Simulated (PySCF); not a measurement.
## Electronic structure of C4H7NSi (SMILES N#CC[SiH]1CC1) in real space

The calculation's input:

```
{"job": {"kind": "nmr", "xc": "PBE0", "basis": "pcSseg-1"}, "charge": 0, "multiplicity": 1}
N      3.548130     0.463371     0.776415
C      2.598739    -0.105725     0.486095
C      1.401238    -0.782324     0.103475
Si     0.081470     0.482680    -0.463990
C     -1.662238    -0.192259    -0.676347
C     -1.465372     0.663502     0.591548
H      1.033649    -1.361423     0.951514
H      1.641367    -1.474994    -0.704852
H      0.582113     1.568079    -1.286107
H     -1.885671    -1.237074    -0.511681
H     -2.313943     0.232181    -1.425148
H     -1.998648     1.602450     0.607662
H     -1.565222     0.142023     1.533689
```

Run with:

```sh
OMP_NUM_THREADS=1 python probes_run.py task.json out
```

Geometry: GFN2-xTB.

Method: PBE0/pcSseg-1, SCF density, gas phase, non-relativistic (PySCF).

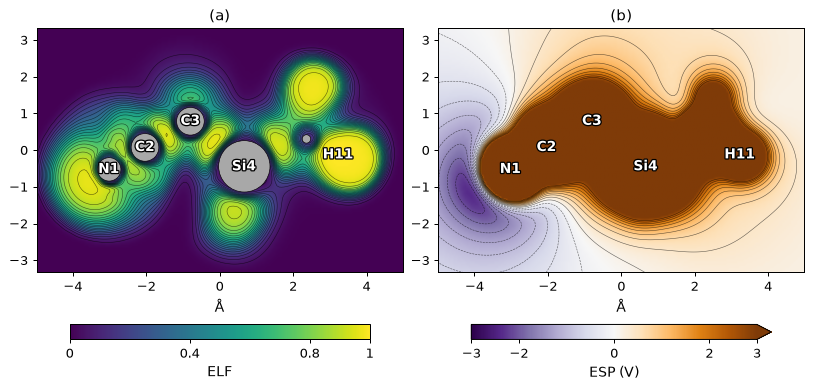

Figure 1. (a) electron localisation function; (b) molecular electrostatic potential on the plane of atoms C2, C3 and Si4. Grey discs cover the atomic cores in the ELF map.

**What do the fields say about this system?**

The plane passes through N, C, Si and H nuclei. C–N (1.14 Å): the ELF peaks at about 0.85 between the atoms (a multiple bond). C–C (1.43 Å): the ELF peaks at about 0.95 between the atoms, as expected for localised, covalent bonding. The ELF also peaks beside N1, away from the bonds: lone-pair regions. Outside the dense part of the molecule the potential is most negative (−2.4 V) near N1.

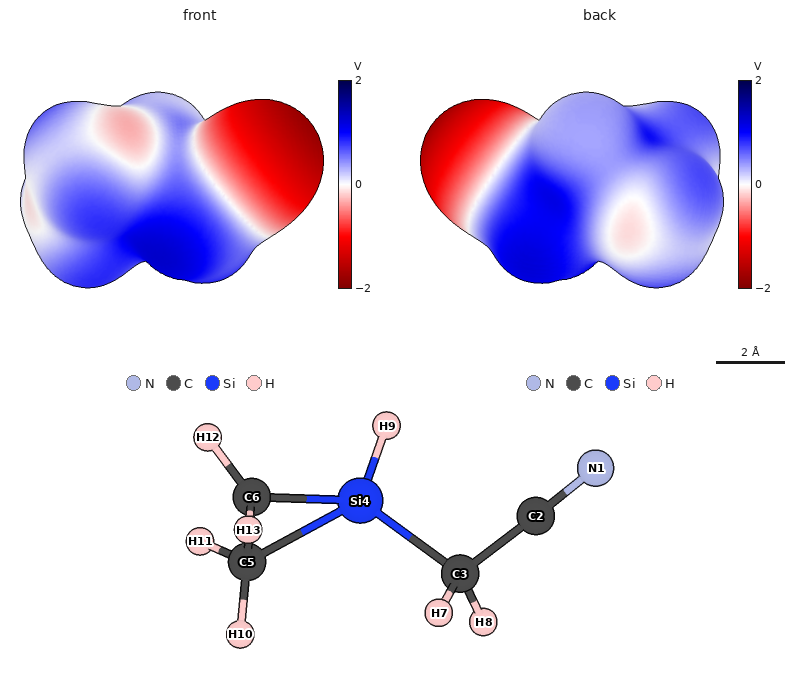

Figure 2. The electrostatic potential painted on the density surface at 0.001 e/bohr³, seen from the front and from behind; the colour scale runs from red (negative) to blue (positive). The bare structure is drawn below in the same view.

**Where is the surface potential most negative and most positive?**

The most negative region (about −1.7 V) lies over N1, the most positive (about +1.2 V) over H7 and H8. N1 is the likeliest acceptor of a hydrogen bond.

**How polar is the molecule by this calculation?**

Its dipole moment is 4.00 D.
